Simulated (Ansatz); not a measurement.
# SiGe₂ (singlet): one geometry, many settings

Aim: run SiGe₂ (singlet) at one geometry under a spread of methods and options, and see what each costs and gives.

Program: Ansatz 0.2.0, Gaussian basis. Level of theory: the settings change from run to run. These are calculated values, not measurements.

30 further runs of the same task are left out: 14 that didn't finish, 16 set aside as unsound or not needed. Runs told in other sessions of the task aren't counted.

### 1 What is computed

The geometry is a PBE0/def2-TZVP stationary point (not a proven minimum) of the parent state, kept for this charge and spin. No spin-orbit coupling is included. The filled d shell of Ge may be among the frozen orbitals whatever the setting's name suggests.

3 atoms, charge 0, spin multiplicity 1.

Atoms are counted from 1 here; the program's logs count them from 0.

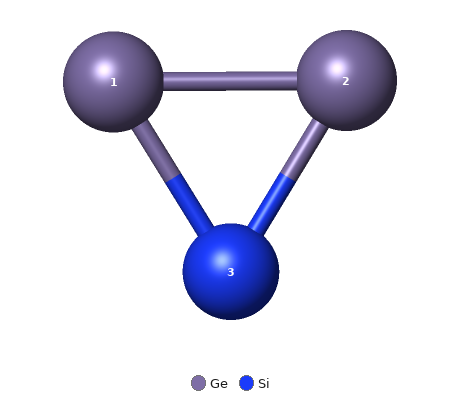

The geometry (germanium purple, silicon blue); atoms are numbered from 1 in the order of the file.

### 2 MRCISD+Q(2,4)/STO-3G

Input file in.yaml:

```yaml
crystal:
  periodic: [false, false, false]
  atoms:
    - {symbol: Ge, position_ang: [0.000000, 0.325086, 1.226603]}
    - {symbol: Ge, position_ang: [0.000000, 0.325086, -1.226603]}
    - {symbol: Si, position_ang: [0.000000, -1.681598, 0.000000]}
basis:
  gaussian: {orbitals: STO-3G}
correlation: {method: fic_mrcisd_q, electrons: outside_noble_gas, active_space: {window: {electrons: 2, orbitals: 4}}}
```

The run is started by

```sh
$ ansatz run in.yaml --threads 1 --pin off --events-out ev --progress --plain --max-ram 2393MiB
```

The program printed, shortened:

```text
Functional definition: HF
  name "HF"
  cite "Fock, Z. Phys. 61, 126 (1930) doi:10.1007/BF01340294"
  parent pbe
[...]
445 factors; integrals over basis functions are off by at most 2.0e-5 eV
[...]
mean field -119428.34727172 eV, -4388.9108107945 hartree, gradient 4.7e-6 eV, S^2 0.000000; 15 other end points of the search recorded, 0 dependent functions left out; unrestricted orbitals would lower it
reference -119428.34727172 eV, -4388.9108107945 hartree; 39, 39 occupied and 6, 6 virtual orbitals, 445 factors
state -119429.17878174 eV, -4388.9413682241 hartree
contracted CI cycle   1: correlation 0.00000000 eV, 0.0000000000 hartree, residual 9.41e0 eV
contracted CI cycle   2: correlation -2.81549489 eV, -0.1034675290 hartree, residual 2.64e0 eV
contracted CI cycle   3: correlation -3.12793364 eV, -0.1149494412 hartree, residual 8.58e-1 eV
contracted CI cycle   4: correlation -3.16363285 eV, -0.1162613627 hartree, residual 3.76e-1 eV
contracted CI cycle   5: correlation -3.17370661 eV, -0.1166315668 hartree, residual 2.55e-1 eV
contracted CI cycle   6: correlation -3.17742558 eV, -0.1167682364 hartree, residual 1.34e-1 eV
contracted CI cycle   7: correlation -3.17833564 eV, -0.1168016804 hartree, residual 6.07e-2 eV
contracted CI cycle   8: correlation -3.17855712 eV, -0.1168098196 hartree, residual 3.62e-2 eV
contracted CI cycle   9: correlation -3.17864075 eV, -0.1168128931 hartree, residual 2.31e-2 eV
contracted CI cycle  10: correlation -3.17868350 eV, -0.1168144641 hartree, residual 1.63e-2 eV
contracted CI cycle  11: correlation -3.17870064 eV, -0.1168150938 hartree, residual 1.01e-2 eV
contracted CI cycle  12: correlation -3.17870644 eV, -0.1168153072 hartree, residual 4.60e-3 eV
contracted CI cycle  13: correlation -3.17870756 eV, -0.1168153481 hartree, residual 2.06e-3 eV
contracted CI cycle  14: correlation -3.17870776 eV, -0.1168153556 hartree, residual 7.93e-4 eV
contracted CI cycle  15: correlation -3.17870779 eV, -0.1168153568 hartree, residual 2.88e-4 eV
state -119429.17878174 eV, -4388.9413682241 hartree; corrected -119432.85048735 eV, -4389.0763009164 hartree
Total energy: -119432.85048735 eV, -4389.0763009164 hartree
```

It took 6 s on 1 thread of Arm Neoverse V2, shared host.

From the report: 6 determinants; active occupations 1.84, 0.11, 0.03, 0.02.

### 3 MP2 on UHF/cc-pVDZ

Input file in.yaml:

```yaml
crystal:
  periodic: [false, false, false]
  atoms:
    - {symbol: Ge, position_ang: [0.000000, 0.325086, 1.226603]}
    - {symbol: Ge, position_ang: [0.000000, 0.325086, -1.226603]}
    - {symbol: Si, position_ang: [0.000000, -1.681598, 0.000000]}
basis:
  gaussian: {orbitals: cc-pVDZ}
magnetization: {spin_polarized: true, initial_magnetization: 0}
correlation: {method: mp2, electrons: outside_noble_gas}
scf: {lower_state_search: off}
output: {forces: true}
```

Launched as before.

The program printed, shortened:

```text
Functional definition: HF
  name "HF"
  cite "Fock, Z. Phys. 61, 126 (1930) doi:10.1007/BF01340294"
  parent pbe
[...]
843 factors; integrals over basis functions are off by at most 7.9e-4 eV
[...]
mean field -120806.14321062 eV, -4439.5438776455 hartree, gradient 2.8e-6 eV, S^2 1.122021; 3 other end points of the search recorded, 0 dependent functions left out
33 core orbitals not correlated: weight in the atoms' cores, before any rotation towards them, 1.000 or more for the frozen orbitals, at most 0.000 for the correlated occupied ones
reference -120806.14321062 eV, -4439.5438776455 hartree; 6, 6 occupied and 33, 33 virtual orbitals, 843 factors
second order -5.93628455 eV of doubles, -0.00000000 eV of singles
[...]
Total energy: -120812.07949517 eV, -4439.7620320787 hartree
Atom 0 at     0.000000     0.325086     1.226603 Å, force    -0.000000     0.033539     0.762079 eV/Å
Atom 1 at     0.000000     0.325086    -1.226603 Å, force     0.000000     0.033538    -0.762079 eV/Å
Atom 2 at     0.000000    -1.681598     0.000000 Å, force     0.000000    -0.067078    -0.000001 eV/Å
Dipole moment:     0.000000     0.034860     0.000000 e Å
Checks for a lower state left out: starts, cluster_reference, orbital_swaps, neighbouring_geometries, increment
```

Wall time 11 s (1 thread of Arm Neoverse V2, shared host).

From the report: ⟨S²⟩ of the determinant 1.122 (pure singlet: 0.00). The determinant of MP2 (⟨S²⟩ 1.12) is far from a pure spin state, so its energy mixes those of several spin states; that is harmless only where they are near-degenerate.

### 4 CISD/cc-pVTZ-DK

Input file in.yaml:

```yaml
crystal:
  periodic: [false, false, false]
  atoms:
    - {symbol: Ge, position_ang: [0.000000, 0.325086, 1.226603]}
    - {symbol: Ge, position_ang: [0.000000, 0.325086, -1.226603]}
    - {symbol: Si, position_ang: [0.000000, -1.681598, 0.000000]}
basis:
  gaussian: {orbitals: cc-pVTZ-DK}
hamiltonian: {pseudopotentials: {relativity: none}}
correlation: {active_space: {ras: {orbitals: [6, 0, 81], electrons: 12, max_holes: 2, max_particles: 2}, fixed_orbitals: true}}
accuracy: high
scf: {lower_state_search: off}
```

Same command.

The program printed, shortened:

```text
Functional definition: HF
  name "HF"
  cite "Fock, Z. Phys. 61, 126 (1930) doi:10.1007/BF01340294"
  parent pbe
[...]
1818 factors; integrals over basis functions are off by at most 4.5e-9 eV
[...]
mean field -120092.27092907 eV, -4413.3095551786 hartree, gradient 1.4e-8 eV, S^2 0.000000; 0 other end points of the search recorded, 0 dependent functions left out
reference -120092.27092907 eV, -4413.3095551786 hartree; 39, 39 occupied and 81, 81 virtual orbitals, 1818 factors
state -120099.71408199 eV, -4413.5830860032 hartree
WARN: the results are in doubt because the basis set is contracted for relativity, which is off
Total energy: -120099.71408199 eV, -4413.5830860032 hartree
In doubt: the basis set is contracted for relativity, which is off
Checks for a lower state left out: stability, starts, cluster_reference, orbital_swaps, neighbouring_geometries, increment
```

Run time: 12 s. Hardware: 1 thread of Arm Neoverse V2, shared host; peak memory 0.43 GiB.

From the report: 86,439 determinants. Mind the lines of doubt at the end of the log.

### 5 HF/6-31G

Input file in.yaml:

```yaml
crystal:
  periodic: [false, false, false]
  atoms:
    - {symbol: Ge, position_ang: [0.000000, 0.325086, 1.226603]}
    - {symbol: Ge, position_ang: [0.000000, 0.325086, -1.226603]}
    - {symbol: Si, position_ang: [0.000000, -1.681598, 0.000000]}
basis:
  gaussian: {orbitals: 6-31G}
magnetization: {spin_polarized: true, initial_magnetization: 0}
hamiltonian: {xc: hf, pseudopotentials: {relativity: none}}
scf: {lower_state_search: light}
output: {forces: true, orbitals: {seedname: orbitals}}
```

Same command.

The program printed, shortened:

```text
Functional definition: HF
  name "HF"
  cite "Fock, Z. Phys. 61, 126 (1930) doi:10.1007/BF01340294"
  parent pbe
[...]
642 factors; integrals over basis functions are off by at most 3.5e-4 eV
[...]
mean field -120787.74164373 eV, -4438.8676325352 hartree, gradient 6.7e-6 eV, S^2 1.085313; 9 other end points of the search recorded, 0 dependent functions left out
[...]
reference -120787.74164373 eV, -4438.8676325352 hartree; 39, 39 occupied and 32, 32 virtual orbitals, 642 factors
Total energy: -120787.74164373 eV, -4438.8676325352 hartree
Atom 0 at     0.000000     0.325086     1.226603 Å, force     0.000000     0.493794     1.387123 eV/Å
Atom 1 at     0.000000     0.325086    -1.226603 Å, force    -0.000000     0.493789    -1.387121 eV/Å
Atom 2 at     0.000000    -1.681598     0.000000 Å, force     0.000000    -0.987583    -0.000002 eV/Å
Dipole moment:    -0.000000     0.032649    -0.000000 e Å
```

Wall time 23 s (1 thread of Arm Neoverse V2, shared host).

From the report: ⟨S²⟩ of the determinant 1.085 (pure singlet: 0.00). The determinant of HF (⟨S²⟩ 1.09) is far from a pure spin state, so its energy mixes those of several spin states; that is harmless only where they are near-degenerate.

### 6 NEVPT2(4,3)/cc-pVDZ

Input file in.yaml:

```yaml
crystal:
  periodic: [false, false, false]
  atoms:
    - {symbol: Ge, position_ang: [0.000000, 0.325086, 1.226603]}
    - {symbol: Ge, position_ang: [0.000000, 0.325086, -1.226603]}
    - {symbol: Si, position_ang: [0.000000, -1.681598, 0.000000]}
basis:
  gaussian: {orbitals: cc-pVDZ}
correlation: {method: sc_nevpt2, electrons: outside_noble_gas, active_space: {window: {electrons: 4, orbitals: 3}, states: [{multiplicity: 1, weights: [1, 1, 1]}], root: 1}}
output: {forces: true}
```

The command is unchanged.

The program printed, shortened:

```text
Functional definition: HF
  name "HF"
  cite "Fock, Z. Phys. 61, 126 (1930) doi:10.1007/BF01340294"
  parent pbe
[...]
1460 factors; integrals over basis functions are off by at most 1.4e-7 eV
[...]
mean field -120805.35489239 eV, -4439.5149074848 hartree, gradient 2.4e-6 eV, S^2 0.000000; 8 other end points of the search recorded, 0 dependent functions left out; unrestricted orbitals would lower it
reference -120805.35489239 eV, -4439.5149074848 hartree; 39, 39 occupied and 33, 33 virtual orbitals, 1460 factors
state -120805.38932757 eV, -4439.5161729544 hartree
state -120805.22656813 eV, -4439.5101916551 hartree
state -120805.01171772 eV, -4439.5022960482 hartree
state -120805.38932757 eV, -4439.5161729544 hartree; corrected -120812.44756927 eV, -4439.7755585524 hartree
state -120805.22656813 eV, -4439.5101916551 hartree; corrected -120812.37625116 eV, -4439.7729376603 hartree
[...]
state -120805.39145725 eV, -4439.5162512187 hartree; corrected -120812.30324398 eV, -4439.7702546959 hartree
state -120805.18385791 eV, -4439.5086220834 hartree; corrected -120812.31505686 eV, -4439.7706888111 hartree
state -120804.80816114 eV, -4439.4948154819 hartree; corrected -120810.73312968 eV, -4439.7125540596 hartree
state -120805.38932757 eV, -4439.5161729544 hartree; corrected -120812.44756927 eV, -4439.7755585524 hartree
state -120805.22656813 eV, -4439.5101916551 hartree; corrected -120812.37625116 eV, -4439.7729376603 hartree
state -120805.01171772 eV, -4439.5022960482 hartree; corrected -120811.85876897 eV, -4439.7539205407 hartree
[...]
Total energy: -120812.37625116 eV, -4439.7729376603 hartree
Atom 0 at     0.000000     0.325086     1.226603 Å, force     0.000000     0.500057     0.234765 eV/Å
Atom 1 at     0.000000     0.325086    -1.226603 Å, force     0.000000     0.500057    -0.234765 eV/Å
Atom 2 at     0.000000    -1.681598     0.000000 Å, force     0.000000    -1.000115    -0.000000 eV/Å
Dipole moment:     0.000000     0.070585     0.000000 e Å
```

Wall time 30 s (1 thread of Arm Neoverse V2, shared host).

From the report: 5 determinants; active occupations (of the averaged states) 1.88, 1.10, 1.02.

### 7 BCCD(T)/def2-SVP

Input file in.yaml:

```yaml
crystal:
  periodic: [false, false, false]
  atoms:
    - {symbol: Ge, position_ang: [0.000000, 0.325086, 1.226603]}
    - {symbol: Ge, position_ang: [0.000000, 0.325086, -1.226603]}
    - {symbol: Si, position_ang: [0.000000, -1.681598, 0.000000]}
basis:
  gaussian: {orbitals: def2-SVP}
magnetization: {spin_polarized: false}
hamiltonian: {xc: {name: PBE0}}
correlation: {method: bccd_t, electrons: outside_noble_gas, diis_vectors: 4}
accuracy: high
```

The command is unchanged.

The program printed, shortened:

```text
Functional definition: PBE0
  name "PBE0"
  cite "Adamo & Barone, J. Chem. Phys. 110, 6158 (1999) doi:10.1063/1.478522"
  cite "Perdew, Burke & Ernzerhof, Phys. Rev. Lett. 77, 3865 (1996) doi:10.1103/PhysRevLett.77.3865"
  parent pbe
[...]
1483 factors; integrals over basis functions are off by at most 4.1e-9 eV
[...]
mean field -120877.64373939 eV, -4442.1714736131 hartree, gradient 1.6e-8 eV, S^2 0.000000; 6 other end points of the search recorded, 0 dependent functions left out; unrestricted orbitals would lower it
unrestricted determinant -120790.88100641 eV, -4438.9830019856 hartree, S^2 1.1226
33 core orbitals not correlated: weight in the atoms' cores, before any rotation towards them, 0.999 or more for the frozen orbitals, at most 0.000 for the correlated occupied ones
reference -120789.46965729 eV, -4438.9311358623 hartree; 6, 6 occupied and 43, 43 virtual orbitals, 1483 factors
second order -7.22155900 eV of doubles, -0.23526905 eV of singles
cycle   1  -7.24309628 eV  change    2.0e-1 eV  update   1.3e-1
[...]
cycle  34  -7.68150000 eV  change   6.2e-10 eV  update   1.2e-9
perturbative correction -0.60399462 eV, -0.0221963927 hartree
Total energy: -120797.75515191 eV, -4439.2356221734 hartree
```

Run time: 24 s. Hardware: 1 thread of Arm Neoverse V2, shared host; peak memory 0.38 GiB.

From the report: correlation -8.2855 eV; largest double amplitude 0.12.

### 8 BCCD on RHF/cc-pVDZ

Input file in.yaml:

```yaml
crystal:
  periodic: [false, false, false]
  atoms:
    - {symbol: Ge, position_ang: [0.000000, 0.325086, 1.226603]}
    - {symbol: Ge, position_ang: [0.000000, 0.325086, -1.226603]}
    - {symbol: Si, position_ang: [0.000000, -1.681598, 0.000000]}
basis:
  gaussian: {orbitals: cc-pVDZ}
magnetization: {spin_polarized: false}
hamiltonian: {pseudopotentials: {relativity: none}}
correlation: {method: bccd, electrons: valence, diis_vectors: 4}
accuracy: high
scf: {omitted_lower_state_checks: [cluster_reference]}
output: {forces: true}
```

The command is unchanged.

The program printed, shortened:

```text
Functional definition: HF
  name "HF"
  cite "Fock, Z. Phys. 61, 126 (1930) doi:10.1007/BF01340294"
  parent pbe
[...]
1496 factors; integrals over basis functions are off by at most 4.4e-9 eV
[...]
mean field -120805.35489270 eV, -4439.5149074960 hartree, gradient 6.6e-8 eV, S^2 0.000000; 8 other end points of the search recorded, 0 dependent functions left out; unrestricted orbitals would lower it
23 core orbitals not correlated: weight in the atoms' cores, before any rotation towards them, 1.000 or more for the frozen orbitals, at most 0.000 for the correlated occupied ones
reference -120805.35489270 eV, -4439.5149074960 hartree; 16, 16 occupied and 33, 33 virtual orbitals, 1496 factors
second order -7.70468228 eV of doubles, -0.00000000 eV of singles
cycle   1  -7.86128305 eV  change   -1.6e-1 eV  update   1.2e-1
[...]
cycle  31  -8.28799555 eV  change    1.0e-9 eV  update   2.1e-9
WARN: the results are in doubt because among natural orbitals full CI differs from the method by -0.081 eV
[...]
Total energy: -120813.64288825 eV, -4439.8194857148 hartree
Atom 0 at     0.000000     0.325086     1.226603 Å, force     0.000000    -0.671961     1.640800 eV/Å
Atom 1 at     0.000000     0.325086    -1.226603 Å, force    -0.000000    -0.671961    -1.640800 eV/Å
Atom 2 at     0.000000    -1.681598     0.000000 Å, force    -0.000000     1.343922    -0.000000 eV/Å
Dipole moment:    -0.000000    -0.083468    -0.000000 e Å
In doubt: among natural orbitals full CI differs from the method by -0.081 eV
Checks for a lower state left out: cluster_reference
```

It took 29 s on 1 thread of Arm Neoverse V2, shared host; peak memory 0.41 GiB.

From the report: correlation -8.2880 eV; largest double amplitude 0.12. The program marks this result as in doubt; its last lines say why.

### 9 CCSD on RHF/cc-pVDZ

Input file in.yaml:

```yaml
crystal:
  periodic: [false, false, false]
  atoms:
    - {symbol: Ge, position_ang: [0.000000, 0.325086, 1.226603]}
    - {symbol: Ge, position_ang: [0.000000, 0.325086, -1.226603]}
    - {symbol: Si, position_ang: [0.000000, -1.681598, 0.000000]}
basis:
  gaussian: {orbitals: cc-pVDZ}
magnetization: {spin_polarized: false}
correlation: {method: ccsd, electrons: valence}
scf: {lower_state_search: off}
output: {forces: true}
```

Launched as before.

The program printed, shortened:

```text
Functional definition: HF
  name "HF"
  cite "Fock, Z. Phys. 61, 126 (1930) doi:10.1007/BF01340294"
  parent pbe
[...]
843 factors; integrals over basis functions are off by at most 7.9e-4 eV
[...]
mean field -120805.35476108 eV, -4439.5149026591 hartree, gradient 2.6e-6 eV, S^2 0.000000; 0 other end points of the search recorded, 0 dependent functions left out; unrestricted orbitals would lower it
23 core orbitals not correlated: weight in the atoms' cores, before any rotation towards them, 1.000 or more for the frozen orbitals, at most 0.000 for the correlated occupied ones
reference -120805.35476108 eV, -4439.5149026591 hartree; 16, 16 occupied and 33, 33 virtual orbitals, 843 factors
second order -7.70465916 eV of doubles, -0.00000000 eV of singles
cycle   1  -7.83460941 eV  change   -1.3e-1 eV  update   1.2e-1
[...]
cycle  19  -8.32533058 eV  change   -2.0e-7 eV  update   1.4e-7
[...]
Total energy: -120813.68009165 eV, -4439.8208529147 hartree
Atom 0 at     0.000000     0.325086     1.226603 Å, force     0.000000    -0.644284     1.642266 eV/Å
Atom 1 at     0.000000     0.325086    -1.226603 Å, force     0.000000    -0.644285    -1.642266 eV/Å
Atom 2 at     0.000000    -1.681598     0.000000 Å, force     0.000000     1.288569    -0.000000 eV/Å
Dipole moment:    -0.000000    -0.083688    -0.000000 e Å
Checks for a lower state left out: starts, cluster_reference, orbital_swaps, neighbouring_geometries, increment
```

Run time: 8 s. Hardware: 1 thread of Arm Neoverse V2, shared host.

From the report: correlation -8.3253 eV; T1 0.020; largest double amplitude 0.11.

### 10 CCSD on RHF/cc-pVDZ

Edit in.yaml of step 9 so:

```diff
@@ -7,6 +7,5 @@
 basis:
-  gaussian: {orbitals: cc-pVDZ}
+  gaussian: {orbitals: cc-pVDZ, fitting: {mean_field: def2-universal-jkfit}}
 magnetization: {spin_polarized: false}
-correlation: {method: ccsd, electrons: valence}
-scf: {lower_state_search: off}
-output: {forces: true}
+correlation: {method: ccsd, electrons: outside_noble_gas}
+accuracy: high
```

Launched as before.

The program printed, shortened:

```text
Functional definition: HF
  name "HF"
  cite "Fock, Z. Phys. 61, 126 (1930) doi:10.1007/BF01340294"
  parent pbe
[...]
660 factors; integrals over basis functions are off by at most 1.6e-2 eV
[...]
mean field -120805.35135487 eV, -4439.5147774833 hartree, gradient 1.5e-8 eV, S^2 0.000000; 11 other end points of the search recorded, 0 dependent functions left out; unrestricted orbitals would lower it
[...]
determinant -120805.35135487 eV, -4439.5147774833 hartree, with singles and doubles -120812.71802221 eV, -4439.7854975146 hartree
determinant -120804.83594869 eV, -4439.4958366556 hartree, with singles and doubles -120812.30152357 eV, -4439.7701914721 hartree
determinant -120803.39535714 eV, -4439.4428958924 hartree, with singles and doubles -120810.15326803 eV, -4439.6912445369 hartree
determinant -120802.36971344 eV, -4439.4052041818 hartree, with singles and doubles -120810.86676279 eV, -4439.7174649859 hartree
determinant -120805.35135487 eV, -4439.5147774833 hartree, with singles and doubles -120812.71829210 eV, -4439.7855074329 hartree
determinant -120804.83594869 eV, -4439.4958366556 hartree, with singles and doubles -120812.30201903 eV, -4439.7702096800 hartree
33 core orbitals not correlated: weight in the atoms' cores, before any rotation towards them, 1.000 or more for the frozen orbitals, at most 0.000 for the correlated occupied ones
reference -120805.35135487 eV, -4439.5147774833 hartree; 6, 6 occupied and 33, 33 virtual orbitals, 660 factors
second order -6.68737663 eV of doubles, -0.00000000 eV of singles
cycle   1  -7.36693910 eV  change   -1.9e-6 eV  update   2.5e-6
[...]
cycle  17  -7.36693911 eV  change   5.5e-10 eV  update  9.6e-10
Total energy: -120812.71829398 eV, -4439.7855075022 hartree
```

It took 9 s on 1 thread of Arm Neoverse V2, shared host.

From the report: correlation -7.3669 eV; T1 0.031; largest double amplitude 0.12.

### 11 The runs in one table

 † marks a result that the program doubts.

```csv
level,correlated,functions,energy (eV),time
"MRCISD+Q(2,4)/STO-3G",outside noble gas,45,-119432.8505,6 s
MP2 on UHF/cc-pVDZ,outside noble gas,72,-120812.0795,11 s
CISD/cc-pVTZ-DK †,outside noble gas,120,-120099.7141,12 s
HF/6-31G,,71,-120787.7416,23 s
"NEVPT2(4,3)/cc-pVDZ (excited root 1 of an average)",outside noble gas,72,-120812.3763,30 s
BCCD(T)/def2-SVP (on PBE0 orbitals),outside noble gas,82,-120797.7552,24 s
BCCD on RHF/cc-pVDZ †,valence,72,-120813.6429,29 s
CCSD on RHF/cc-pVDZ,valence,72,-120813.6801,8 s
CCSD on RHF/cc-pVDZ,outside noble gas,72,-120812.7183,9 s
```

### 12 Results

```
quantity                                                     value
    runs                                                         9
quickest                                 MRCISD+Q(2,4)/STO-3G, 6 s
 slowest  NEVPT2(4,3)/cc-pVDZ (excited root 1 of an average), 30 s
```

Total energies in different bases, with other cores or another treatment of relativity can't be set against each other. «valence» and «outside noble gas» are the program's key words; the logs give how many orbitals each freezes, and for Ga to Kr the 3d shell needn't follow the word's plain sense. NEVPT2(4,3)/cc-pVDZ (excited root 1 of an average) took 5 times as long as MRCISD+Q(2,4)/STO-3G; the jobs differ in more than the method.
